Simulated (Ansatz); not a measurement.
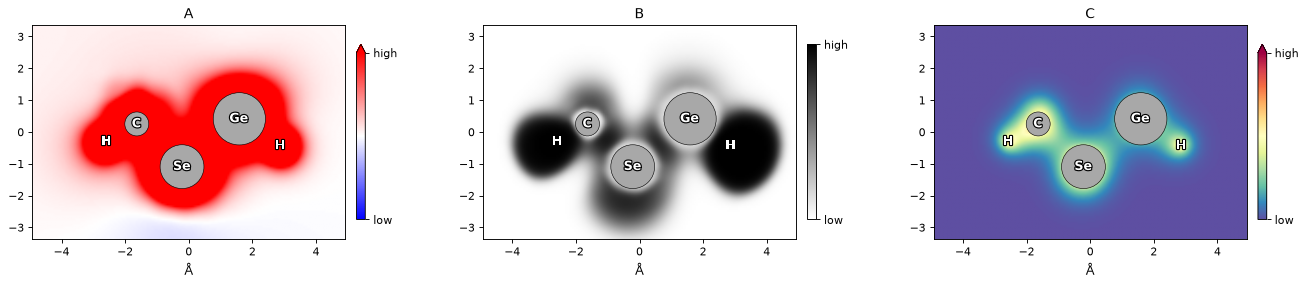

CH6GeSe (SMILES C[Se][GeH3]): 3 fields on the plane of atoms Se3, Ge2 and H8, with unlabelled colour scales. Grey discs cover the atomic cores.

Geometry: PBE0-D4/def2-SVP.

Computed with isolated molecule in a Gaussian basis; Kohn-Sham density functional theory, functional PBE0 (Ansatz).

Question: Which field does each panel show? The fields are: electron density, electron localisation function and electrostatic potential.

Answer: Panel A: electrostatic potential (strongly positive close to the atoms and fading to about zero outside). Panel B: electron localisation function. Panel C: electron density. From the grid: C–Se (1.96 Å): ρ at the midpoint is about 0.98 e/Å³; the ELF peaks at about 0.90 between the atoms, as expected for a shared electron pair. Ge–Se (2.35 Å): the density is about 0.67 e/Å³ at the midpoint; the ELF peaks at about 0.85 in the valence shell of Se, 1.1 Å from its nucleus, and is about 0.80 at the midpoint.
